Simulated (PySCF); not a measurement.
# CH₅AlF, charge −1, SMILES `[CH3][AlH2-][F]`: electronic structure

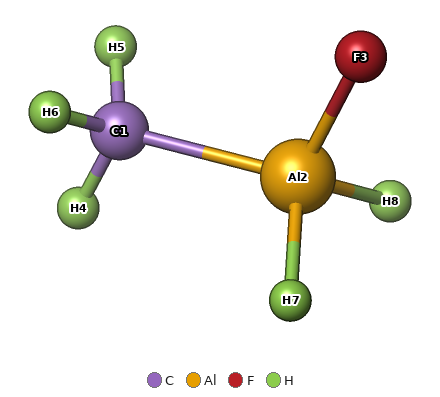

The molecule, with its atoms numbered as below. No frequency check shows the geometry to be a minimum.

Coordinates in Å:

```
C1      -1.6614    0.3427   -0.0002
Al2      0.2018   -0.5191   -0.0003
F3       1.4194    0.6649   -0.0006
H4      -2.4533   -0.4192    0.0036
H5      -1.8743    0.9728   -0.8751
H6      -1.8720    0.9794    0.8724
H7       0.3867   -1.4071    1.3295
H8       0.3834   -1.4170   -1.3202
```

## 1. Bonding charge

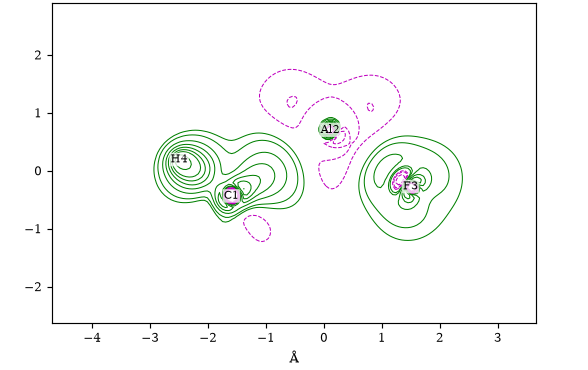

Deformation density (molecule less spherical, spin-averaged free atoms) in the plane of C1, Al2, F3 and H4; contours at ±0.05 to ±0.8 e/Å³; solid green lines: gain, dashed magenta lines: loss.

Computed with PySCF, CAM-B3LYP/6-311+G**, geometry: GFN2-xTB.

Describe the bonding that the map shows.

Answer. C1–H4: +0.60 e/Å³ at the bond critical point (bond length 1.10 Å). C1–Al2: +0.09 e/Å³ at the bond critical point (bond length 2.05 Å). Al2–F3: 0.00 e/Å³ at the bond critical point (bond length 1.70 Å); up to 0.6 Å beside the axis the gain reaches +0.25 e/Å³. In all, 2.3 electrons gather in the regions of gain relative to the promolecule of neutral atoms (this includes the anion's extra charge). A small or negative value marks a very polar bond, one between electron-rich atoms, whose free-atom densities already overlap strongly, a long bond to a heavier atom, or a closed-shell contact such as a hydrogen bond.

## 2. Electrostatic potential

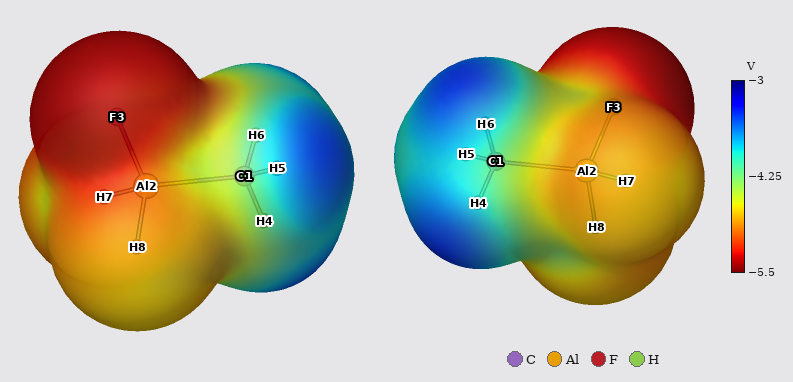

Electrostatic potential on the surface of electron density 0.001 a.u. (back view left, front view right).

Where are the extremes of the potential on the surface?

Answer. Highest: −3.37 V, 1.4 Å from H4. Further maxima include −4.56 V, off the Al2–F3 bond (2.1 to 2.2 Å from its atoms); −4.68 V, 1.7 Å from H8. Lowest: −5.44 V, 1.8 Å from F3. The surface is sampled at points, so like sites can differ by a few per cent and only the strongest of them is named.

What volume does the surface enclose?

Answer. About 108 Å³.

## 3. Localised orbitals

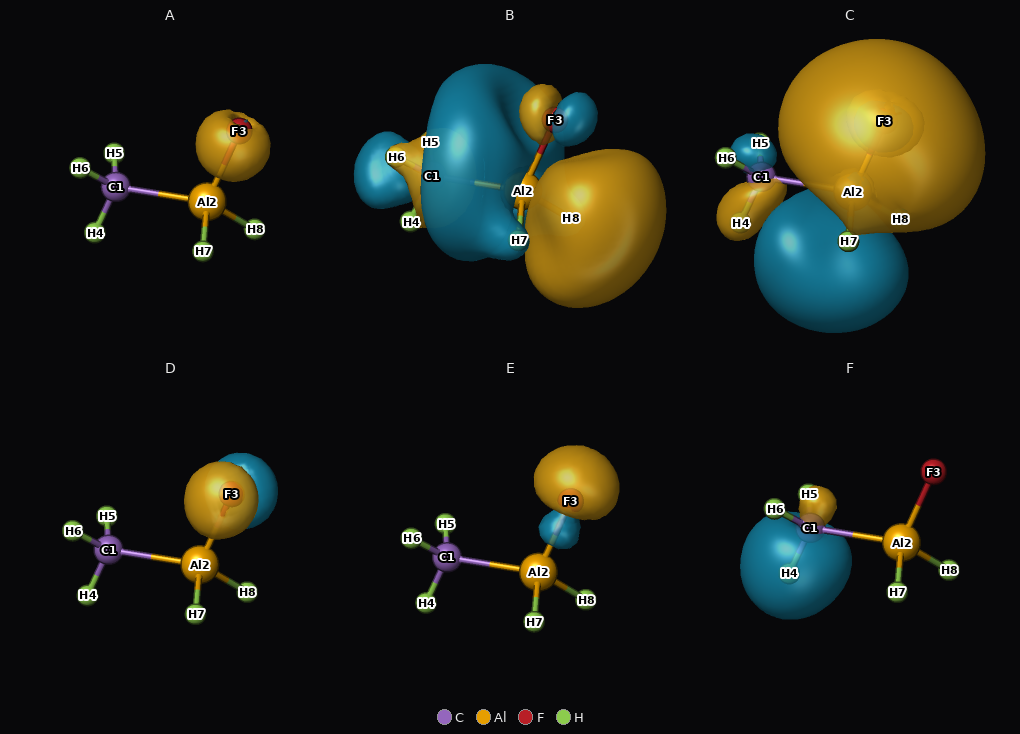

Intrinsic bond orbitals (IBO), occupied and valence-virtual; each surface holds about 85 % of the orbital's density. Energies are diagonal elements of the Fock matrix.

Computed with PySCF, PBE/cc-pVTZ, geometry: GFN2-xTB. The basis has no diffuse functions, which an anion needs.

Identify each orbital.

Answer. By panel:
- A: pair mostly on F3, shared in part with Al2 (F3 88 %, Al2 12 %; −17.0 eV)
- B: σ* orbital Al2–C1, mostly on Al2 (Al2 74 %, C1 22 %, F3 4 %; 8.9 eV)
- C: empty orbital on Al2 (Al2 88 %, F3 10 %; 7.4 eV)
- D: lone pair on F3 (p-type) (F3 97 %; −3.1 eV)
- E: lone pair on F3 (sp1.7-type) (F3 100 %; −9.2 eV)
- F: σ bond C1–H4 (C1 55 %, H4 44 %; −6.4 eV)

The PySCF runs shown took 23 s and 37 s on 1 thread of Intel(R) Xeon(R) Processor @ 2.50GHz (Skylake/Cascade Lake) (shared host).
